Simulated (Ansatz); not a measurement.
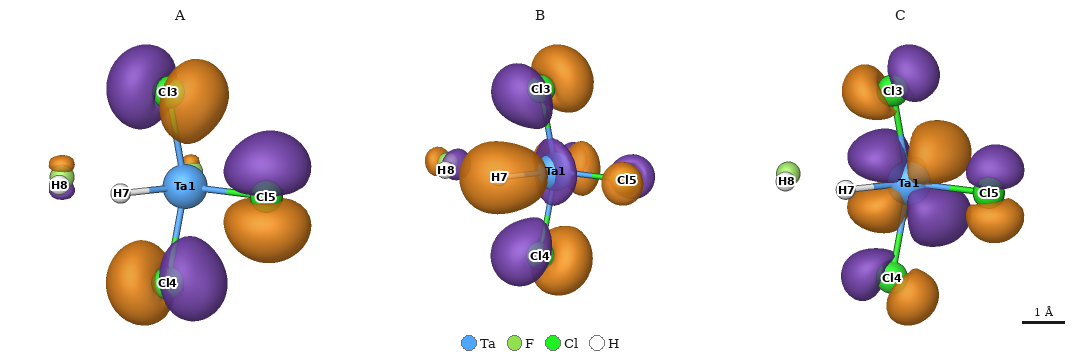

The picture shows: Cl$_{3}$FHTa···HF. Three frontier orbitals at ±0.1 Å⁻³ᐟ² (orange and purple are the two phases), in no order.

Core potentials replace the inner electrons of Ta.

Theory: RKS PBE/def2-SVP in Ansatz.

The calculation's input:

```
crystal:
  periodic: [false, false, false]
  atoms:
    - { symbol: Ta, position_ang: [0.0, 0.0, 0.0] }
    - { symbol: F, position_ang: [2.28, 0.0, 0.0] }
    - { symbol: Cl, position_ang: [0.0, 0.0, 2.47] }
    - { symbol: Cl, position_ang: [0.0, 0.0, -2.47] }
    - { symbol: Cl, position_ang: [-1.235, 2.139, 0.0] }
    - { symbol: F, position_ang: [-0.965, -1.6714, 0.0] }
    - { symbol: H, position_ang: [0.6622, 1.6413, 1.1303] }
    - { symbol: H, position_ang: [1.6779, 1.1985, 0.8254] }
basis:
  gaussian: { orbitals: def2-SVP }
hamiltonian:
  xc: pbe
relax:
  f_tol: 0.15
  max_steps: 25
  restrain:
    - { distance: [0, 6], at: 1.8, k: 30.0 }
    - { distance: [7, 1], at: 0.92, k: 30.0 }
    - { distance: [0, 1], at: 3.13, k: 30.0 }
    - { distance: [7, 6], at: 1.86, k: 30.0 }
output:
  orbitals: {}
```

Command:

```sh
ansatz run input.yaml --threads 4 --pin off --max-ram 5120MiB --backend cpu --events-out ev --progress --plain --runs-dir out
```

The fields are those of the relaxed geometry.

> Which picture is the HOMO−1, the HOMO and the LUMO?

A is the HOMO−1 (−8.21 eV). Its weight (Hirshfeld) is mainly on Cl5 (about 40 %), Cl4 (about 30 %) and Cl3 (about 30 %); largely a combination of lone pairs on Cl5, Cl4 and Cl3. B is the HOMO (−7.60 eV). It lies mainly on Cl4 (about 25 %), Cl3 (about 25 %), H7 (about 20 %) and Ta1 (about 20 %). C is the LUMO (−4.15 eV). Its weight (Hirshfeld) is mainly on Ta1 (about 65 %), Cl3 (about 10 %), Cl4 (about 10 %) and Cl5 (about 10 %).

> What is the HOMO–LUMO gap?

3.45 eV between the orbital energies.
